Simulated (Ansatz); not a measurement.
## The HOMO–LUMO gap down a group: B to In

One atom is swapped for its congeners: C3H4B `C#C[B]C`; C3H4Al `C#[C][Al][CH3]`; C3H4Ga `C#[C][Ga][CH3]`; C3H4In `C#[C][In][CH3]`. All are doublets with charge 0.

Shapes, held fixed at every level: PBE0-D4/def2-TZVP. Programs: Ansatz 0.2.0. Values in eV.

| level | C3H4B | C3H4Al | C3H4Ga | C3H4In |
| --- | --- | --- | --- | --- |
| PBE-D4/def2-TZVPP | 0.92 | 1.52 | 1.18 | 0.95 |
| B3LYP-D4/def2-TZVPP | 2.56 | 2.70 | 2.44 | 2.18 |
| PBE0-D4/def2-TZVPP | 2.96 | 3.33 | 3.11 | 2.79 |
| r2SCAN0-D4/def2-TZVPP | 3.36 | 3.72 | 3.58 | 3.25 |
| wB97X-V/def2-TZVPP | 7.29 | 7.01 | 7.03 | 6.63 |
| wB97M-V/def2-TZVPP | 6.80 | 6.42 | 6.73 | 6.37 |

At wB97M-V/def2-TZVPP the HOMO–LUMO gap isn't monotonic: it is largest for B and smallest for In (6.80 and 6.37 eV). 2 of 6 levels show this order throughout; 2 agree on the largest and the smallest. Open shells run unrestricted unless RO is named. For atoms past krypton def2 sets carry core potentials with scalar relativity. Relativity is left out for Ga unless named. Orbital gaps aren't excitation energies, and the LUMO depends on the basis.

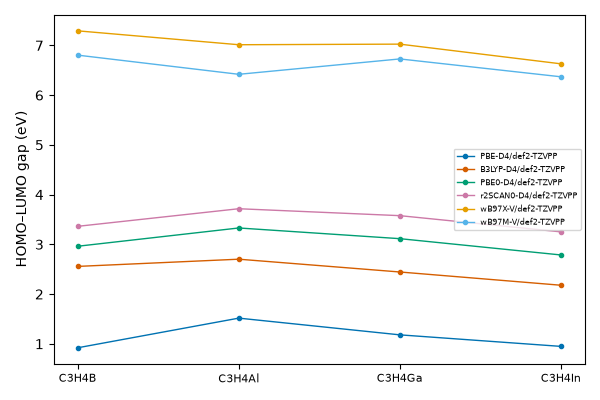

The trend along the series, level by level.
